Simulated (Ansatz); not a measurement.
## Molecular dynamics, with input and output: BSiH$_{4}$O$_{2}$F (part 1 of 2)

System: BSiH$_{4}$O$_{2}$F, SMILES B[Si](O)(O)F.
Method: RKS revPBE/6-31G* (Ansatz 0.2.0).

The geometry comes from this level: PBE0-D4/def2-TZVP. Figures and captions count atoms from 1; the log counts them from 0 in places.

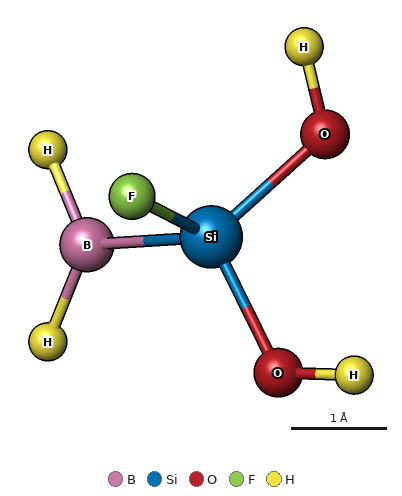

The input geometry (ball-and-stick view, seen at a tilt).

**Input**
```yaml
crystal:
  periodic: [false, false, false]
  atoms:
    - {symbol: B, position_ang: [-0.435216, 0.357492, -1.532794]}
    - {symbol: Si, position_ang: [0.120045, 0.111776, 0.377612]}
    - {symbol: O, position_ang: [0.892299, -1.295766, 0.706443]}
    - {symbol: O, position_ang: [-1.163533, 0.176745, 1.373675]}
    - {symbol: F, position_ang: [1.140920, 1.309218, 0.693136]}
    - {symbol: H, position_ang: [-1.501153, 0.798840, -1.838423]}
    - {symbol: H, position_ang: [0.319085, 0.073559, -2.416566]}
    - {symbol: H, position_ang: [1.774755, -1.419022, 0.353724]}
    - {symbol: H, position_ang: [-1.058703, -0.159042, 2.266092]}
basis:
  gaussian: {orbitals: "6-31G*"}
hamiltonian: {xc: {name: revPBE}}
md: {timestep: 0.5 fs, n_steps: 30, ensemble: nve, temperature: 500, initial_velocities: maxwell_boltzmann, seed: 664}
```

Launch command:
```bash
ansatz run in.yaml --threads 2 --pin off --events-out ev --progress --plain --max-ram 4352MiB
```

**Output**
```
Functional definition: revPBE
  name "revPBE"
  cite "Zhang & Yang, Phys. Rev. Lett. 80, 890 (1998) doi:10.1103/PhysRevLett.80.890"
  cite "Perdew, Burke & Ernzerhof, Phys. Rev. Lett. 77, 3865 (1996) doi:10.1103/PhysRevLett.77.3865"
  parameter kappa = 1.245
  parameter beta = 0.06672455060314922
  exchange = pbe_x(kappa = kappa, mu = beta*pi^2/3)
  correlation = pbe_c(beta = beta)
925 factors; their error is unknown
mean field evaluation 1: about -15417.9330 eV, gradient 7.7e1 eV
mean field evaluation 2: about -15342.7622 eV, gradient 1.8e2 eV
mean field evaluation 4: about -15427.6185 eV, gradient 1.2e1 eV
mean field evaluation 8: about -15427.9058 eV, gradient 2.1e-1 eV
mean field evaluation 16: about -15427.8316 eV, gradient 1.4e-4 eV
mean field -15427.83161434 eV, -566.9623544672 hartree, gradient 4.1e-5 eV, S^2 0.000000; 0 other end points of the search recorded, 0 dependent functions left out
the calculation of the forces begins
reference -15427.83165835 eV, -566.9623560843 hartree; 24, 24 occupied and 63, 63 virtual orbitals, 925 factors
md step     0: t =     0.00 fs  T =   500.0 K  F+E_penalty+E_count = -15427.83161434 eV  E_kin = 0.452410 eV  conserved = -15427.37920434 eV  (26 SCF iters)
these checks for a lower state are left out or cut short: starts, cluster_reference, orbital_swaps, neighbouring_geometries, increment
925 factors; their error is unknown
mean field -15427.84126308 eV, -566.9627090519 hartree, gradient 1.3e-5 eV, S^2 0.000000; 0 other end points of the search recorded, 0 dependent functions left out
the calculation of the forces begins
reference -15427.84130706 eV, -566.9627106681 hartree; 24, 24 occupied and 63, 63 virtual orbitals, 925 factors
md step     1: t =     0.50 fs  T =   510.6 K  F+E_penalty+E_count = -15427.84126308 eV  E_kin = 0.462022 eV  conserved = -15427.37924086 eV  (27 SCF iters)
[... from here on the SCF iterations and repeated set-up lines of each step are left out, up to the last step ...]
md step     2: t =     1.00 fs  T =   511.9 K  F+E_penalty+E_count = -15427.84227155 eV  E_kin = 0.463135 eV  conserved = -15427.37913614 eV  (28 SCF iters)
md step     3: t =     1.50 fs  T =   505.2 K  F+E_penalty+E_count = -15427.83606312 eV  E_kin = 0.457098 eV  conserved = -15427.37896504 eV  (27 SCF iters)
md step     4: t =     2.00 fs  T =   493.4 K  F+E_penalty+E_count = -15427.82520285 eV  E_kin = 0.446408 eV  conserved = -15427.37879489 eV  (28 SCF iters)
md step     5: t =     2.50 fs  T =   479.3 K  F+E_penalty+E_count = -15427.81235413 eV  E_kin = 0.433694 eV  conserved = -15427.37866031 eV  (29 SCF iters)
md step     6: t =     3.00 fs  T =   465.4 K  F+E_penalty+E_count = -15427.79966669 eV  E_kin = 0.421088 eV  conserved = -15427.37857887 eV  (30 SCF iters)
md step     7: t =     3.50 fs  T =   453.0 K  F+E_penalty+E_count = -15427.78844648 eV  E_kin = 0.409882 eV  conserved = -15427.37856415 eV  (30 SCF iters)
md step     8: t =     4.00 fs  T =   442.4 K  F+E_penalty+E_count = -15427.77892380 eV  E_kin = 0.400300 eV  conserved = -15427.37862334 eV  (30 SCF iters)
md step     9: t =     4.50 fs  T =   432.6 K  F+E_penalty+E_count = -15427.77015660 eV  E_kin = 0.391413 eV  conserved = -15427.37874378 eV  (30 SCF iters)
md step    10: t =     5.00 fs  T =   421.5 K  F+E_penalty+E_count = -15427.76027303 eV  E_kin = 0.381394 eV  conserved = -15427.37887904 eV  (31 SCF iters)
md step    11: t =     5.50 fs  T =   407.0 K  F+E_penalty+E_count = -15427.74723044 eV  E_kin = 0.368278 eV  conserved = -15427.37895282 eV  (30 SCF iters)
md step    12: t =     6.00 fs  T =   388.0 K  F+E_penalty+E_count = -15427.73000149 eV  E_kin = 0.351111 eV  conserved = -15427.37889065 eV  (29 SCF iters)
md step    13: t =     6.50 fs  T =   365.8 K  F+E_penalty+E_count = -15427.70967013 eV  E_kin = 0.330993 eV  conserved = -15427.37867691 eV  (30 SCF iters)
md step    14: t =     7.00 fs  T =   343.9 K  F+E_penalty+E_count = -15427.68958868 eV  E_kin = 0.311190 eV  conserved = -15427.37839888 eV  (30 SCF iters)
md step    15: t =     7.50 fs  T =   326.9 K  F+E_penalty+E_count = -15427.67402364 eV  E_kin = 0.295814 eV  conserved = -15427.37820949 eV  (29 SCF iters)
md step    16: t =     8.00 fs  T =   317.9 K  F+E_penalty+E_count = -15427.66585850 eV  E_kin = 0.287641 eV  conserved = -15427.37821709 eV  (30 SCF iters)
md step    17: t =     8.50 fs  T =   316.7 K  F+E_penalty+E_count = -15427.66498773 eV  E_kin = 0.286592 eV  conserved = -15427.37839551 eV  (27 SCF iters)
md step    18: t =     9.00 fs  T =   320.6 K  F+E_penalty+E_count = -15427.66867745 eV  E_kin = 0.290060 eV  conserved = -15427.37861782 eV  (30 SCF iters)
md step    19: t =     9.50 fs  T =   325.7 K  F+E_penalty+E_count = -15427.67342747 eV  E_kin = 0.294659 eV  conserved = -15427.37876847 eV  (30 SCF iters)
md step    20: t =    10.00 fs  T =   329.2 K  F+E_penalty+E_count = -15427.67672575 eV  E_kin = 0.297911 eV  conserved = -15427.37881426 eV  (30 SCF iters)
md step    21: t =    10.50 fs  T =   330.3 K  F+E_penalty+E_count = -15427.67765557 eV  E_kin = 0.298874 eV  conserved = -15427.37878187 eV  (30 SCF iters)
md step    22: t =    11.00 fs  T =   329.2 K  F+E_penalty+E_count = -15427.67657668 eV  E_kin = 0.297868 eV  conserved = -15427.37870847 eV  (30 SCF iters)
md step    23: t =    11.50 fs  T =   327.1 K  F+E_penalty+E_count = -15427.67456592 eV  E_kin = 0.295944 eV  conserved = -15427.37862170 eV  (31 SCF iters)
md step    24: t =    12.00 fs  T =   325.4 K  F+E_penalty+E_count = -15427.67295466 eV  E_kin = 0.294409 eV  conserved = -15427.37854522 eV  (30 SCF iters)
md step    25: t =    12.50 fs  T =   325.4 K  F+E_penalty+E_count = -15427.67291243 eV  E_kin = 0.294405 eV  conserved = -15427.37850777 eV  (31 SCF iters)
md step    26: t =    13.00 fs  T =   327.6 K  F+E_penalty+E_count = -15427.67497956 eV  E_kin = 0.296442 eV  conserved = -15427.37853752 eV  (31 SCF iters)
md step    27: t =    13.50 fs  T =   331.6 K  F+E_penalty+E_count = -15427.67864150 eV  E_kin = 0.299996 eV  conserved = -15427.37864566 eV  (30 SCF iters)
md step    28: t =    14.00 fs  T =   335.3 K  F+E_penalty+E_count = -15427.68219081 eV  E_kin = 0.303381 eV  conserved = -15427.37880975 eV  (29 SCF iters)
md step    29: t =    14.50 fs  T =   336.2 K  F+E_penalty+E_count = -15427.68312285 eV  E_kin = 0.304156 eV  conserved = -15427.37896726 eV  (30 SCF iters)
these checks for a lower state are left out or cut short: starts, cluster_reference, orbital_swaps, neighbouring_geometries, increment
925 factors; their error is unknown
mean field -15427.67912693 eV, -566.9567506580 hartree, gradient 1.4e-5 eV, S^2 0.000000; 0 other end points of the search recorded, 0 dependent functions left out
the calculation of the forces begins
reference -15427.67917041 eV, -566.9567522562 hartree; 24, 24 occupied and 63, 63 virtual orbitals, 925 factors
925 factors; their error is unknown
mean field evaluation 256: about -15427.7450 eV, gradient 1.4e0 eV
mean field -15427.67912693 eV, -566.9567506580 hartree, gradient 1.4e-5 eV, S^2 0.000000; 1 other end points of the search recorded, 0 dependent functions left out
the calculation of the forces begins
reference -15427.67917041 eV, -566.9567522562 hartree; 24, 24 occupied and 63, 63 virtual orbitals, 925 factors
md step    30: t =    15.00 fs  T =   331.7 K  F+E_penalty+E_count = -15427.67912693 eV  E_kin = 0.300093 eV  conserved = -15427.37903390 eV  (28 SCF iters)
```

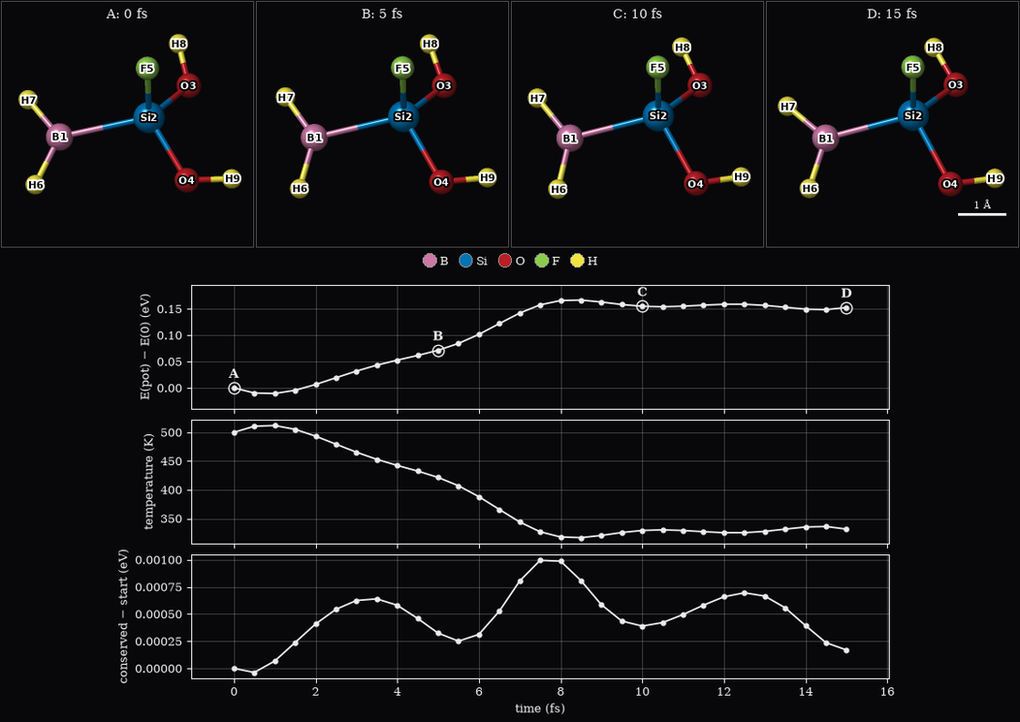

Frames of the molecular dynamics (ball-and-stick, seen at a tilt) above the curves, on which the letters mark them. The trajectory kept here has 31 frames over 15 fs. The temperature starts at 500 K, ranges from 317 to 512 K and averages 327 K over the second half. The potential energy ends 0.152 eV above its first value. The conserved quantity stays within 0.001 eV. After an unweighted best fit of the last frame on the first, the root-mean-square displacement is 0.13 Å.

```
Total energy: -15427.67917041 eV, -566.9567522562 hartree
Atom 0 at    -0.467027     0.310946    -1.517586 Å, force    -0.186393     0.343575    -0.039465 eV/Å
Atom 1 at     0.164461     0.095937     0.348657 Å, force    -0.290679     0.855193     1.787358 eV/Å
Atom 2 at     0.915211    -1.408096     0.707659 Å, force     0.251255     0.835174    -0.643290 eV/Å
Atom 3 at    -1.249110     0.232456     1.371403 Å, force     1.626791    -0.399554    -1.144242 eV/Å
Atom 4 at     1.163088     1.419234     0.740940 Å, force    -0.745799    -1.443115    -0.427243 eV/Å
Atom 5 at    -1.575933     0.733387    -1.643588 Å, force    -0.285940     0.043207    -0.092316 eV/Å
Atom 6 at     0.157685     0.145028    -2.507787 Å, force     0.352489    -0.235848    -0.372708 eV/Å
Atom 7 at     1.678858    -1.563603     0.084562 Å, force    -0.590174     0.080495     0.556985 eV/Å
Atom 8 at    -1.046188    -0.254886     2.191058 Å, force    -0.131550    -0.079127     0.374921 eV/Å
Dipole moment:     0.204450    -0.338997    -0.244922 e Å
```

**Trajectory as extended XYZ (Å, eV, eV/Å), 31 frames, from step=0 to step=30**
```
9
Properties=species:S:1:pos:R:3:forces:R:3 step=0 time_fs=0.0 energy=-15427.83161 temperature=500.0
B    -0.4352    0.3575   -1.5328   -0.0373  -0.0841   0.0966
Si    0.1200    0.1118    0.3776   -0.1777   0.1503  -0.9646
O     0.8923   -1.2958    0.7064   -0.2159  -1.0873   0.5825
O    -1.1635    0.1767    1.3737   -1.2311   0.3406  -0.0413
F     1.1409    1.3092    0.6931    0.8277   0.9905   0.2393
H    -1.5012    0.7988   -1.8384   -0.2353   0.1117  -0.1039
H     0.3191    0.0736   -2.4166    0.1600  -0.0415  -0.2149
H     1.7748   -1.4190    0.3537    0.7517  -0.0689  -0.3354
H    -1.0587   -0.1590    2.2661    0.1579  -0.3113   0.7417
9
Properties=species:S:1:pos:R:3:forces:R:3 step=1 time_fs=0.5 energy=-15427.84126 temperature=510.6
B    -0.4365    0.3555   -1.5344   -0.0505  -0.0578   0.3421
Si    0.1223    0.1100    0.3764   -0.2610   0.2808  -0.8630
O     0.8922   -1.2978    0.7059   -0.3022  -1.0758   0.6439
O    -1.1670    0.1794    1.3731   -1.0472   0.1207   0.4068
F     1.1415    1.3131    0.6948    0.7580   0.8835   0.2147
H    -1.5070    0.7992   -1.8119   -0.2514   0.1131  -0.1944
H     0.3236    0.0744   -2.4053    0.1920  -0.0588  -0.3747
H     1.7687   -1.4228    0.3449    0.8646  -0.0974  -0.3818
H    -1.0555   -0.1673    2.2730    0.0978  -0.1084   0.2063
9
Properties=species:S:1:pos:R:3:forces:R:3 step=2 time_fs=1.0 energy=-15427.84227 temperature=511.9
B    -0.4379    0.3536   -1.5358   -0.0796  -0.0245   0.5568
Si    0.1246    0.1082    0.3752   -0.3388   0.4101  -0.7558
O     0.8921   -1.3000    0.7054   -0.2713  -1.0802   0.6576
O    -1.1705    0.1820    1.3727   -0.8570  -0.1013   0.8331
F     1.1421    1.3170    0.6965    0.6858   0.7739   0.1887
H    -1.5135    0.7998   -1.7859   -0.2404   0.1034  -0.2753
H     0.3286    0.0751   -2.3949    0.2121  -0.0712  -0.5154
H     1.7648   -1.4268    0.3352    0.8558  -0.1063  -0.3807
H    -1.0520   -0.1759    2.2803    0.0335   0.0962  -0.3091
9
Properties=species:S:1:pos:R:3:forces:R:3 step=3 time_fs=1.5 energy=-15427.83606 temperature=505.2
B    -0.4392    0.3516   -1.5372   -0.1182   0.0136   0.7336
Si    0.1268    0.1065    0.3738   -0.4115   0.5373  -0.6443
O     0.8920   -1.3023    0.7051   -0.1271  -1.1004   0.6203
O    -1.1743    0.1846    1.3723   -0.6660  -0.3027   1.1813
F     1.1428    1.3211    0.6982    0.6115   0.6623   0.1614
H    -1.5206    0.8007   -1.7606   -0.2025   0.0824  -0.3475
H     0.3342    0.0756   -2.3858    0.2140  -0.0765  -0.6288
H     1.7628   -1.4310    0.3246    0.7284  -0.0950  -0.3290
H    -1.0484   -0.1843    2.2869   -0.0286   0.2790  -0.7469
9
Properties=species:S:1:pos:R:3:forces:R:3 step=4 time_fs=2.0 energy=-15427.82520 temperature=493.4
B    -0.4406    0.3496   -1.5384   -0.1580   0.0538   0.8679
Si    0.1290    0.1048    0.3724   -0.4797   0.6611  -0.5300
O     0.8918   -1.3048    0.7048    0.1054  -1.1321   0.5383
O    -1.1781    0.1872    1.3721   -0.4784  -0.4689   1.4202
F     1.1436    1.3252    0.7000    0.5356   0.5494   0.1332
H    -1.5281    0.8018   -1.7360   -0.1404   0.0514  -0.4123
H     0.3402    0.0760   -2.3782    0.1925  -0.0731  -0.7090
H     1.7627   -1.4355    0.3131    0.5071  -0.0667  -0.2333
H    -1.0449   -0.1919    2.2917   -0.0840   0.4251  -1.0750
9
Properties=species:S:1:pos:R:3:forces:R:3 step=5 time_fs=2.5 energy=-15427.81235 temperature=479.3
B    -0.4420    0.3477   -1.5394   -0.1905   0.0930   0.9579
Si    0.1311    0.1032    0.3710   -0.5437   0.7800  -0.4139
O     0.8917   -1.3075    0.7046    0.3872  -1.1677   0.4249
O    -1.1820    0.1897    1.3722   -0.2973  -0.5918   1.5375
F     1.1445    1.3294    0.7017    0.4584   0.4357   0.1044
H    -1.5360    0.8030   -1.7125   -0.0593   0.0126  -0.4710
H     0.3467    0.0761   -2.3723    0.1443  -0.0606  -0.7527
H     1.7637   -1.4401    0.3012    0.2304  -0.0273  -0.1073
H    -1.0416   -0.1986    2.2940   -0.1295   0.5262  -1.2797
9
Properties=species:S:1:pos:R:3:forces:R:3 step=6 time_fs=3.0 energy=-15427.79967 temperature=465.4
B    -0.4434    0.3458   -1.5402   -0.2087   0.1285   1.0052
Si    0.1332    0.1016    0.3695   -0.6033   0.8925  -0.2971
O     0.8916   -1.3103    0.7045    0.6763  -1.1989   0.2968
O    -1.1859    0.1921    1.3725   -0.1258  -0.6672   1.5309
F     1.1454    1.3337    0.7035    0.3805   0.3218   0.0752
H    -1.5440    0.8043   -1.6901    0.0341  -0.0314  -0.5249
H     0.3535    0.0762   -2.3681    0.0694  -0.0394  -0.7599
H     1.7653   -1.4448    0.2889   -0.0598   0.0162   0.0316
H    -1.0386   -0.2040    2.2932   -0.1626   0.5778  -1.3578
9
Properties=species:S:1:pos:R:3:forces:R:3 step=7 time_fs=3.5 energy=-15427.78845 temperature=453.0
B    -0.4449    0.3439   -1.5408   -0.2078   0.1587   1.0137
Si    0.1352    0.1001    0.3681   -0.6584   0.9967  -0.1803
O     0.8916   -1.3134    0.7044    0.9359  -1.2175   0.1704
O    -1.1898    0.1944    1.3730    0.0329  -0.6926   1.4025
F     1.1464    1.3379    0.7053    0.3025   0.2081   0.0458
H    -1.5519    0.8054   -1.6689    0.1325  -0.0774  -0.5746
H     0.3605    0.0761   -2.3658   -0.0297  -0.0107  -0.7335
H     1.7667   -1.4495    0.2768   -0.3266   0.0571   0.1665
H    -1.0360   -0.2080    2.2891   -0.1813   0.5776  -1.3105
9
Properties=species:S:1:pos:R:3:forces:R:3 step=8 time_fs=4.0 energy=-15427.77892 temperature=442.4
B    -0.4464    0.3420   -1.5411   -0.1861   0.1823   0.9894
Si    0.1372    0.0987    0.3665   -0.7085   1.0913  -0.0636
O     0.8917   -1.3166    0.7044    1.1387  -1.2172   0.0594
O    -1.1938    0.1966    1.3737    0.1751  -0.6659   1.1565
F     1.1474    1.3423    0.7070    0.2250   0.0952   0.0163
H    -1.5595    0.8064   -1.6492    0.2290  -0.1225  -0.6206
H     0.3674    0.0760   -2.3653   -0.1477   0.0232  -0.6789
H     1.7674   -1.4540    0.2650   -0.5424   0.0899   0.2829
H    -1.0339   -0.2106    2.2819   -0.1830   0.5236  -1.1413
9
Properties=species:S:1:pos:R:3:forces:R:3 step=9 time_fs=4.5 energy=-15427.77016 temperature=432.6
B    -0.4480    0.3402   -1.5412   -0.1444   0.1991   0.9393
Si    0.1392    0.0974    0.3650   -0.7529   1.1750   0.0525
O     0.8921   -1.3200    0.7044    1.2675  -1.1938  -0.0263
O    -1.1977    0.1987    1.3746    0.2970  -0.5863   0.7994
F     1.1485    1.3466    0.7088    0.1484  -0.0164  -0.0130
H    -1.5666    0.8071   -1.6309    0.3172  -0.1640  -0.6626
H     0.3740    0.0760   -2.3664   -0.2775   0.0599  -0.6031
H     1.7668   -1.4583    0.2539   -0.6897   0.1110   0.3702
H    -1.0321   -0.2120    2.2720   -0.1658   0.4156  -0.8565
```
